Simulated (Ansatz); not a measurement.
# Rb3Br2F: complex band structure, part 2 of 3

A new crystal, Rb3Br2F: structure, gap and complex bands. It is built by putting F for Cl in the Rb3Br2Cl structure of space group I4/mmm, with the volume rescaled by atomic radii. The parent structure comes from the Materials Project.

Ansatz 0.2.0; PBE DFT, plane waves, PAW files (the session's first sound run).

So far. Step 2 (Cell and atoms at rest): The largest force component on a free atom ends at 0.0043 eV/Å.

The structure was built from a prototype and need not be the compound's stable phase.

## 3. Band edges

The energy window and the wavevectors of the next steps follow from the band edges, so these are searched first, off the mesh as well.

input.yaml

```yaml
crystal:
  lattice:
    - [-2.3984967542, 2.3984967542, 9.7721368585]
    - [2.3984967542, -2.3984967542, 9.7721368585]
    - [2.3984967542, 2.3984967542, -9.7721368585]
  atoms:
    - { symbol: Rb, position: [0.6484349851, 0.6484349851, 0.0] }
    - { symbol: Rb, position: [0.0, 0.0, 0.0] }
    - { symbol: Rb, position: [0.3515650149, 0.3515650149, 0.0] }
    - { symbol: Br, position: [0.8319268187, 0.8319268187, 0.0] }
    - { symbol: Br, position: [0.1680731813, 0.1680731813, 0.0] }
    - { symbol: F, position: [0.5, 0.5, 0.0] }
kpoints:
  mp_grid: { grid: [8, 8, 8] }
  band_path: { path: [VBM, CBM], npoints: 30 }
scf:
  occupations: { method: fixed }
hamiltonian:
  xc: pbe
output:
  eigenvalues: true
  write_potential: true
  write_density: true
  volumetric_format: npy
```

Command:

```console
> ansatz run input.yaml --threads 2 --pin off --max-ram 4096MiB --backend cpu --events-out ev --progress --plain --runs-dir out
```

Numbers of over 12 decimals in the logs are rounded to 6 here.

The log of the run:

```text
[...]
Crystal: 6 atoms, lattice volume = 224.868 Å³
Basis set: ecut = 420 eV, 4421 PW (Γ), FFT grids on a1−a2, a2, a1+a3
Bands: 30, of which v1, the nominal top of the filled ones, is band 24 counted from 1 (23 counted from 0)
Symmetry: 16 space group operations
[...]
k-points: 59 of 512
[...]
SCF iter   1: F=—  HF=-16185.912705 eV  |F-HF|=—  |Δ(HF+E_count)|=         —  Δρ=1.57e-3  dr2=1.10e-2  ethr=1.77e-3  ⟨swp⟩=5.7  Hψ=7388  notcnv=0  defer=147
[...]
SCF iter   7: F=-16185.908123 eV  HF=-16185.908123 eV  |F-HF|=1.73e-8  |Δ(HF+E_count)|=   2.54e-7  Δρ=2.68e-6  dr2=2.31e-8  ethr=2.08e-10  ⟨swp⟩=13.9  Hψ=10328  notcnv=0
SCF 1 converged in 7 iterations: F = -16185.908123 eV  dr2 = 2.31e-8
[...]
NSCF: frozen V_eff on 30 k-points
[...]
SCF converged after 7 iterations
Free energy (F): -16185.908123 eV
[...]
Internal energy: -16185.908123 eV  (E = F + TS)
E sigma→0 (E₀):  -16185.908123 eV
Fermi energy:    1.037184 eV
[...]
--- Band table (eV; the first three rows and the last of 59) ---
  k-point 0: bands = [... 20 lower, 0.8734, 0.9259, 1.0372, 1.0372, 5.1252, 7.0372, 7.0423, 7.2215, ... 2 higher]
  k-point 1: bands = [... 20 lower, 0.7778, 0.8099, 0.9592, 0.9951, 5.5366, 7.3173, 7.4332, 7.5023, ... 2 higher]
  k-point 2: bands = [... 20 lower, 0.5818, 0.6835, 0.9064, 0.9143, 6.4123, 7.5606, 7.8921, 7.9005, ... 2 higher]
  k-point 58: bands = [... 20 lower, 0.8865, 0.8865, 1.0214, 1.0214, 5.6485, 6.1495, 6.7363, 7.5906, ... 2 higher]
```

It took 9.7 s on 2 threads of Intel Xeon 6975P-C (Granite Rapids), shared host; peak memory 0.68 GiB; 19 s of CPU time.

This step gave:

```
free energy         : -16185.9081 eV
Fermi energy        : 1.037 eV
gap on the k-mesh   : 4.088 eV
gap on path         : 4.088 eV, by band count; negative where bands overlap
direct gap on path  : 4.088 eV
edge places on path : 0, 0 1/A along the path
```

Levels at VBM (eV): -0.75, -0.66, -0.55, -0.55, -0.16, -0.16, -0.11, 0.00, 0.00, 4.09, 6.00, 6.01, 6.18, 6.40, 7.55.

The searched edges give 4.09 eV, as on the mesh.

## 4. Complex bands

This step: PBE DFT, plane waves, PAW files; complex bands by layer matching along the plane's normal (Ansatz 0.2.0).

The same crystal is laid in a cell whose first two vectors span the (001) plane (indices of the standard conventional cell, whose axes can be ordered otherwise than in the bulk input). At fixed energy and wavevector in the plane the solver finds all kz, real and complex. A few wavevectors are listed, (0, 0) and (0.5, 0) in units of the plane's reciprocal vectors; the slowest state needn't be among them.

input.yaml

```yaml
crystal:
  lattice:
    - [4.796993508, 0.0, 0.0]
    - [0.0, 4.796993508, 0.0]
    - [2.398496754, 2.398496754, 9.772136858]
  atoms:
    - { symbol: Rb, position: [0.3515650149, 0.3515650149, 0.2968699702] }
    - { symbol: Rb, position: [0.0, 0.0, 0.0] }
    - { symbol: Rb, position: [0.6484349851, 0.6484349851, 0.7031300298] }
    - { symbol: Br, position: [0.1680731813, 0.1680731813, 0.6638536374] }
    - { symbol: Br, position: [0.8319268187, 0.8319268187, 0.3361463626] }
    - { symbol: F, position: [0.5, 0.5, 0.0] }
kpoints:
  mp_grid: { grid: [6, 6, 6] }
scf:
  occupations: { method: fixed }
hamiltonian:
  xc: pbe
output:
  eigenvalues: true
  transmission:
    leads: [[0, 0]]
    kpoints: [[0.0, 0.0], [0.5, 0.0]]
    e_range: [-1.0, 5.09]
    de: 0.1
```

The log of the run:

```text
[...]
Crystal: 6 atoms, lattice volume = 224.868 Å³
Basis set: ecut = 420 eV, 4421 PW (Γ)
Bands: 30, of which v1, the nominal top of the filled ones, is band 24 counted from 1 (23 counted from 0)
Symmetry: 16 space group operations
[...]
k-points: 30 of 216
[...]
SCF iter   1: F=—  HF=-16185.912390 eV  |F-HF|=—  |Δ(HF+E_count)|=         —  Δρ=1.57e-3  dr2=1.10e-2  ethr=1.77e-3  ⟨swp⟩=5.7  Hψ=3761  notcnv=0  defer=83
[...]
SCF iter   7: F=-16185.908104 eV  HF=-16185.908104 eV  |F-HF|=1.70e-8  |Δ(HF+E_count)|=   2.30e-7  Δρ=2.62e-6  dr2=2.25e-8  ethr=2.08e-10  ⟨swp⟩=13.7  Hψ=5159  notcnv=0
SCF 1 converged in 7 iterations: F = -16185.908104 eV  dr2 = 2.25e-8
[...]
transmission: 18 of 36 steps passed
transmission: 36 of 36 steps passed
SCF converged after 7 iterations
Free energy (F): -16185.908104 eV
[...]
Internal energy: -16185.908104 eV  (E = F + TS)
E sigma→0 (E₀):  -16185.908104 eV
Fermi energy:    1.037181 eV
[...]
--- Band table (eV; the first three rows and the last of 30) ---
  k-point 0: bands = [... 20 lower, 0.8734, 0.9259, 1.0372, 1.0372, 5.1251, 7.0370, 7.0423, 7.2215, ... 2 higher]
  k-point 1: bands = [... 20 lower, 0.8764, 0.8764, 1.0335, 1.0335, 5.2178, 6.8354, 6.8740, 7.2535, ... 2 higher]
  k-point 2: bands = [... 20 lower, 0.8830, 0.8830, 1.0256, 1.0256, 5.4539, 6.4025, 6.7710, 7.4759, ... 2 higher]
  k-point 29: bands = [... 20 lower, 0.5895, 0.8141, 0.8228, 0.8341, 7.0386, 7.2342, 7.8922, 8.0125, ... 2 higher]
--- Transmission ---
  basis      : 197 plane waves across, 18 finite elements along
  points     : 2, as listed
  energies   : 61 from -1.000000 to 5.000000 eV about the Fermi level, 0.100000 eV apart; the leads are filled to 2.043949 eV, and channels, transmission and decay are at 2.000000 eV
  crystal 0  : Br2Rb3F1, at the sites [0, 0], period 9.7721 Å: whole cells are its period
    offset         : up to 0.0000 Å between an atom of the period and one for which it stands
    channels       : 0.000000e0 a spin
    conductance    : none, the energies end too early or step too widely for 300 K: set another output.transmission.e_range or a lower de, or, where they end at an eighth of basis.ecutwfc, a higher one
    slowest decay  : 0.3402 /Å at (0.0000, 0.0000)
```

Run time: 38 s. Hardware: 2 threads; peak memory 0.79 GiB; 55 s of CPU time.

Numbers from this step:

| Item | Value |
| --- | --- |
| level to which the leads are filled | 2.044 eV from the Fermi level |
| decay constant at the filling level, zone centre | 0.3402 Å⁻¹ |
| decay constant at the filling level, slowest listed point | 0.3402 Å⁻¹ |

K parallel (0, 0); values up to 1.5 1/Å, a degenerate pair printed once or twice; energies at which all values exceed this have no row. Table of Im kz of the slowest decaying states by energy, zero at the highest filled level on the SCF mesh:

```csv
energy (eV),decay 1 (Å⁻¹),decay 2 (Å⁻¹),decay 3 (Å⁻¹),decay 4 (Å⁻¹)
-1.00,0.263,0.828,1.36,1.38
0.00,0.00505,0.134,0.353,0.843
1.00,0.317,0.466,0.664,0.956
2.00,0.340,0.505,0.700,0.989
3.00,0.296,0.513,0.683,0.892
4.00,0.101,0.498,0.635,0.716
5.00,0.0534,0.468,0.468,0.562
```

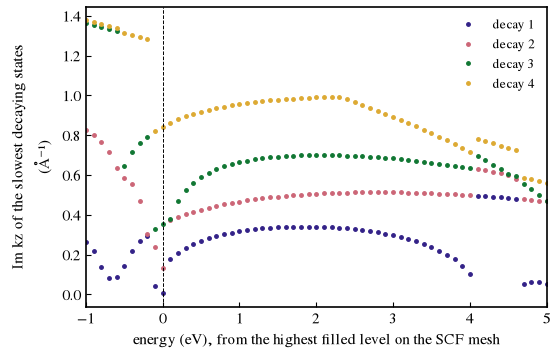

Im kz of the slowest decaying states against energy.

K parallel (0.5, 0); values up to 1.5 1/Å, a degenerate pair printed once or twice; energies at which all values exceed this have no row. Im kz of the slowest decaying states against energy, zero at the highest filled level on the SCF mesh:

```
energy (eV)  decay 1 (Å⁻¹)  decay 2 (Å⁻¹)  decay 3 (Å⁻¹)  decay 4 (Å⁻¹)
     -1.000          0.110          0.679          0.759              -
     -0.500          0.338          0.534              -              -
      0.000          0.292          0.669          0.670              -
      0.500          0.383          0.741          0.766              -
      1.000          0.426          0.772          0.806           1.48
      1.500          0.450          0.784          0.824           1.43
      2.000          0.464          0.786          0.830           1.38
      2.500          0.469          0.780          0.827           1.32
      3.000          0.469          0.767          0.819           1.26
      3.500          0.463          0.749          0.805           1.20
      4.000          0.451          0.726          0.788           1.13
      4.500          0.432          0.698          0.766           1.06
      5.000          0.405          0.665          0.741          0.974
```

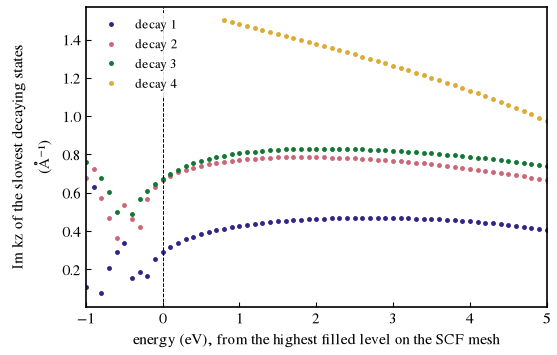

Im kz of the slowest decaying states against energy.

At the listed wavevectors the last open channel is at -0.20 eV and the next at +4.10 eV on the grid. At +2.00 eV, the grid energy nearest the filling level (the middle of the gap on the SCF mesh), the slowest state at the listed wavevectors decays with κ = 0.340 Å⁻¹, its amplitude falling by e over 2.9 Å. Through 1 nm of this crystal that state's transmission falls by exp(−2 × 0.340 Å⁻¹ × 10 Å) = 0.0011.

## 5. Band edges at another level

This step: PBEsol DFT, plane waves, PAW files (Ansatz 0.2.0).

The edges again with PBEsol, at the same atoms.

input.yaml

```yaml
crystal:
  lattice:
    - [-2.3984967542, 2.3984967542, 9.7721368585]
    - [2.3984967542, -2.3984967542, 9.7721368585]
    - [2.3984967542, 2.3984967542, -9.7721368585]
  atoms:
    - { symbol: Rb, position: [0.6484349851, 0.6484349851, 0.0] }
    - { symbol: Rb, position: [0.0, 0.0, 0.0] }
    - { symbol: Rb, position: [0.3515650149, 0.3515650149, 0.0] }
    - { symbol: Br, position: [0.8319268187, 0.8319268187, 0.0] }
    - { symbol: Br, position: [0.1680731813, 0.1680731813, 0.0] }
    - { symbol: F, position: [0.5, 0.5, 0.0] }
kpoints:
  mp_grid: { grid: [8, 8, 8] }
  band_path: { path: [VBM, CBM], npoints: 30 }
scf:
  occupations: { method: fixed }
hamiltonian:
  xc: pbesol
output:
  eigenvalues: true
```

The log of the run:

```text
[...]
Crystal: 6 atoms, lattice volume = 224.868 Å³
Basis set: ecut = 420 eV, 4421 PW (Γ), FFT grids on a1+a3, a2+a3, a3
Bands: 30, of which v1, the nominal top of the filled ones, is band 24 counted from 1 (23 counted from 0)
Symmetry: 16 space group operations
[...]
k-points: 59 of 512
[...]
SCF iter   1: F=—  HF=-15933.314484 eV  |F-HF|=—  |Δ(HF+E_count)|=         —  Δρ=5.42e-3  dr2=5.64e-2  ethr=1.77e-3  ⟨swp⟩=5.8  Hψ=7435  notcnv=0  defer=157
[...]
SCF iter   7: F=-15933.301742 eV  HF=-15933.301742 eV  |F-HF|=2.11e-8  |Δ(HF+E_count)|=   2.14e-7  Δρ=1.79e-6  dr2=1.25e-8  ethr=2.08e-10  ⟨swp⟩=13.7  Hψ=9127  notcnv=0
SCF 1 converged in 7 iterations: F = -15933.301742 eV  dr2 = 1.25e-8
[...]
SCF converged after 7 iterations
Free energy (F): -15933.301742 eV
[...]
Internal energy: -15933.301742 eV  (E = F + TS)
E sigma→0 (E₀):  -15933.301742 eV
Fermi energy:    0.941169 eV
[...]
--- Band table (eV; the first three rows and the last of 59) ---
  k-point 0: bands = [... 20 lower, 0.7744, 0.8301, 0.9412, 0.9412, 4.9499, 6.8460, 6.8896, 7.0128, ... 2 higher]
  k-point 1: bands = [... 20 lower, 0.6740, 0.7090, 0.8632, 0.8980, 5.3693, 7.1757, 7.2408, 7.3026, ... 2 higher]
  k-point 2: bands = [... 20 lower, 0.4806, 0.5792, 0.8095, 0.8154, 6.2528, 7.3976, 7.7243, 7.7579, ... 2 higher]
  k-point 58: bands = [... 20 lower, 0.7877, 0.7877, 0.9251, 0.9251, 5.5134, 5.9212, 6.5644, 7.4078, ... 2 higher]
```

Wall time 11 s (2 threads); peak memory 0.64 GiB; 21 s of CPU time.

Numbers from this step:

| Quantity | Value |
| --- | --- |
| free energy | -15933.3017 eV |
| Fermi energy | 0.9412 eV |
| gap on the k-mesh | 4.009 eV |
| gap on path | 4.009 eV, by band count; negative where bands overlap |
| direct gap on path | 4.009 eV |

Levels at VBM (eV): -0.77, -0.64, -0.52, -0.52, -0.17, -0.17, -0.11, 0.00, 0.00, 4.01, 5.90, 5.95, 6.07, 6.33, 7.50.

The searched edges give 4.01 eV, as on the mesh.

## 6. Complex bands at another level

This step: PBEsol DFT, plane waves, PAW files; complex bands by layer matching along the plane's normal (Ansatz 0.2.0).

The complex bands at that level, over its own gap, at (0, 0) and (0.5, 0).

input.yaml

```yaml
crystal:
  lattice:
    - [4.796993508, 0.0, 0.0]
    - [0.0, 4.796993508, 0.0]
    - [2.398496754, 2.398496754, 9.772136858]
  atoms:
    - { symbol: Rb, position: [0.3515650149, 0.3515650149, 0.2968699702] }
    - { symbol: Rb, position: [0.0, 0.0, 0.0] }
    - { symbol: Rb, position: [0.6484349851, 0.6484349851, 0.7031300298] }
    - { symbol: Br, position: [0.1680731813, 0.1680731813, 0.6638536374] }
    - { symbol: Br, position: [0.8319268187, 0.8319268187, 0.3361463626] }
    - { symbol: F, position: [0.5, 0.5, 0.0] }
kpoints:
  mp_grid: { grid: [6, 6, 6] }
scf:
  occupations: { method: fixed }
hamiltonian:
  xc: pbesol
output:
  eigenvalues: true
  transmission:
    leads: [[0, 0]]
    kpoints: [[0.0, 0.0], [0.5, 0.0]]
    e_range: [-1.0, 5.01]
    de: 0.1
```

The log of the run:

```text
[...]
Crystal: 6 atoms, lattice volume = 224.868 Å³
Basis set: ecut = 420 eV, 4421 PW (Γ)
Bands: 30, of which v1, the nominal top of the filled ones, is band 24 counted from 1 (23 counted from 0)
Symmetry: 16 space group operations
[...]
k-points: 30 of 216
[...]
SCF iter   1: F=—  HF=-15933.314323 eV  |F-HF|=—  |Δ(HF+E_count)|=         —  Δρ=5.42e-3  dr2=5.64e-2  ethr=1.77e-3  ⟨swp⟩=5.9  Hψ=3760  notcnv=0  defer=82
[...]
SCF iter   7: F=-15933.301734 eV  HF=-15933.301734 eV  |F-HF|=1.87e-8  |Δ(HF+E_count)|=   1.42e-7  Δρ=1.72e-6  dr2=1.19e-8  ethr=2.08e-10  ⟨swp⟩=13.6  Hψ=4638  notcnv=0
SCF 1 converged in 7 iterations: F = -15933.301734 eV  dr2 = 1.19e-8
[...]
transmission: 18 of 36 steps passed
transmission: 36 of 36 steps passed
SCF converged after 7 iterations
Free energy (F): -15933.301734 eV
[...]
Internal energy: -15933.301734 eV  (E = F + TS)
E sigma→0 (E₀):  -15933.301734 eV
Fermi energy:    0.941172 eV
[...]
--- Band table (eV; the first three rows and the last of 30) ---
  k-point 0: bands = [... 20 lower, 0.7744, 0.8301, 0.9412, 0.9412, 4.9499, 6.8460, 6.8896, 7.0128, ... 2 higher]
  k-point 1: bands = [... 20 lower, 0.7775, 0.7775, 0.9374, 0.9374, 5.0458, 6.6393, 6.7015, 7.0811, ... 2 higher]
  k-point 2: bands = [... 20 lower, 0.7841, 0.7841, 0.9294, 0.9294, 5.2937, 6.1984, 6.5992, 7.2982, ... 2 higher]
  k-point 29: bands = [... 20 lower, 0.4914, 0.7152, 0.7222, 0.7340, 6.8683, 7.0644, 7.7346, 7.8684, ... 2 higher]
--- Transmission ---
  basis      : 197 plane waves across, 18 finite elements along
  points     : 2, as listed
[...]
crystal 0  : Br2Rb3F1, at the sites [0, 0], period 9.7721 Å: whole cells are its period
[...]
channels       : 0.000000e0 a spin
[...]
slowest decay  : 0.3335 /Å at (0.0000, 0.0000)
```

Run time: 43 s. Hardware: 2 threads; peak memory 0.79 GiB; 60 s of CPU time.

Numbers from this step:

```
level to which the leads are filled                       : 2.004 eV from the Fermi level
decay constant at the filling level, zone centre          : 0.3335 Å⁻¹
decay constant at the filling level, slowest listed point : 0.3335 Å⁻¹
```

K parallel (0, 0); values up to 1.5 1/Å, a degenerate pair printed once or twice; energies at which all values exceed this have no row. Im kz of the slowest decaying states against energy, zero at the highest filled level on the SCF mesh:

```
energy (eV)  decay 1 (Å⁻¹)  decay 2 (Å⁻¹)  decay 3 (Å⁻¹)  decay 4 (Å⁻¹)
     -1.000          0.259          0.828           1.35           1.37
     -0.500          0.118          0.558          0.581           1.30
      0.000        0.00784          0.132          0.348          0.835
      0.500          0.263          0.422          0.585          0.913
      1.000          0.312          0.462          0.660          0.952
      1.500          0.332          0.487          0.688          0.975
      2.000          0.333          0.501          0.696          0.986
      2.500          0.319          0.508          0.691          0.956
      3.000          0.286          0.509          0.678          0.880
      3.500          0.221          0.504          0.657          0.795
      4.000         0.0314          0.494          0.630          0.700
      4.500          0.480          0.587          0.596          0.723
      5.000          0.442          0.464          0.555          0.666
```

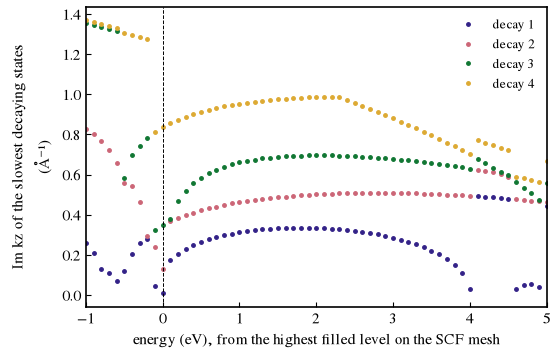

Im kz of the slowest decaying states against energy.

K parallel (0.5, 0); values up to 1.5 1/Å, a degenerate pair printed once or twice; energies at which all values exceed this have no row. Table of Im kz of the slowest decaying states by energy, zero at the highest filled level on the SCF mesh:

```csv
energy (eV),decay 1 (Å⁻¹),decay 2 (Å⁻¹),decay 3 (Å⁻¹),decay 4 (Å⁻¹)
-1.00,0.0754,0.676,0.758,-
0.00,0.288,0.665,0.666,-
1.00,0.422,0.767,0.802,1.47
2.00,0.460,0.780,0.826,1.37
3.00,0.465,0.761,0.815,1.25
4.00,0.446,0.718,0.783,1.12
5.00,0.399,0.650,0.736,0.966
```

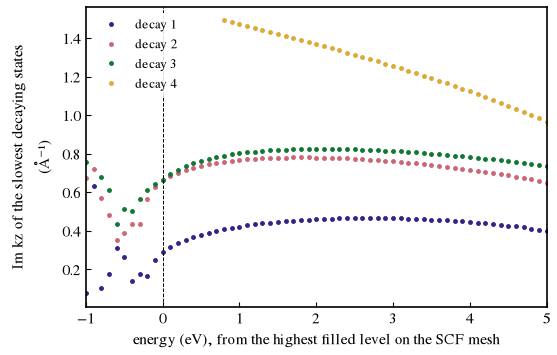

Im kz of the slowest decaying states, plotted against energy.

At the listed wavevectors the last open channel is at -0.20 eV and the next at +4.10 eV on the grid. At +2.00 eV, the grid energy nearest the filling level (the middle of the gap on the SCF mesh), the slowest state at the listed wavevectors decays with κ = 0.334 Å⁻¹, its amplitude falling by e over 3.0 Å; the first such run, plane (001), gave 0.340 Å⁻¹.

[end of part 2 of 3]

[Logs are printed without paths, hosts, clocks, repeated set-up lines and the standing remarks that a program may print on its own settings, such as how far it seeks lower states.]

[Hosts, paths, dates, database ids (printed as entryN), source tags and the programs' standing remarks are cut or masked in the printed files.]

[New means built here by substitution; the compound itself may be known and measured.]
